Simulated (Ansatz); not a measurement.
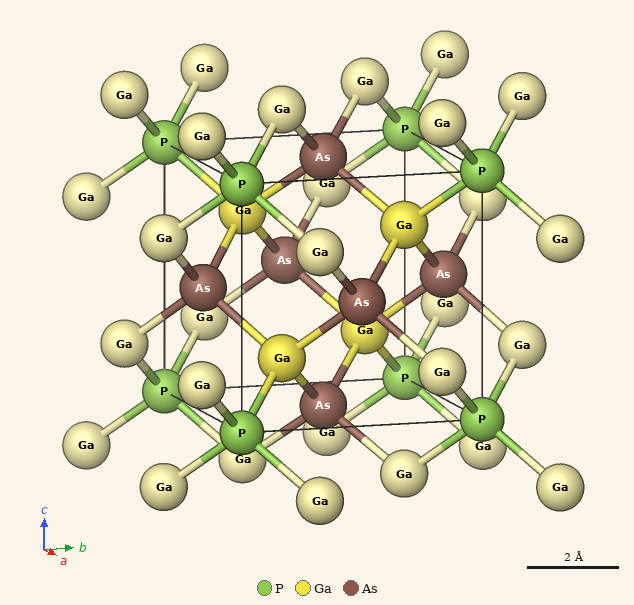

Crystal structure, ball-and-stick style, seen slightly off an axis. Thin lines show the conventional unit cell, with boundary atoms drawn in all their periodic places. Atoms outside the box are added where they are bonded to one inside, in fainter colours.

Ga4As3P, space group P-43m (No. 215), a = 5.612 Å, b = 5.612 Å, c = 5.612 Å, α = 90.00°, β = 90.00°, γ = 90.00°. The structure was taken from a structure type filled with these elements by a generator (whether the compound takes this form wasn't checked). Earlier steps of the study, as a rule a relaxation of our own, may have changed the cell and positions, so they can lie some per cent off the listed ones. It was the input of a calculation with Ansatz.

This one geometry was computed with Ansatz (DFT, plane waves, PAW) at five levels of theory: HSE06, PBE0, PBE, r2SCAN and PBE with spin-orbit coupling. It was relaxed beforehand with r2SCAN.

### Which level gives the highest pressure at this volume, and what does that say about its equilibrium volume?

Highest: PBE (2.7 GPa) and PBE with spin-orbit coupling (2.7 GPa), which points to the largest equilibrium volume. Lowest, with the smallest volume: PBE0 (0.4 GPa) and r2SCAN (0.0 GPa). Levels within 0.5 GPa of each other can't be told apart.

### How does the band gap change with the level of theory?

PBE with spin-orbit coupling: a gap of 0.69 eV, direct; PBE: a gap of 0.78 eV, direct; r2SCAN: a gap of 1.28 eV, direct; HSE06: a gap of 1.68 eV, direct; PBE0: a gap of 2.26 eV, direct.

### Collect the results in a table.

| level | cutoff (eV) | k-mesh of the run's cell | gap (eV) | pressure (GPa) |
| --- | --- | --- | --- | --- |
| HSE06 | 420 | 4×4×4 | 1.68 | 0.6 |
| PBE0 | 420 | 4×4×4 | 2.26 | 0.4 |
| PBE | 420 | 4×4×4 | 0.78 | 2.7 |
| r2SCAN | 500 | 4×4×4 | 1.28 | 0.0 |
| PBE with spin-orbit coupling | 420 | 4×4×4 | 0.69 | 2.7 |

Gaps are taken on the k-mesh or band path of each run.
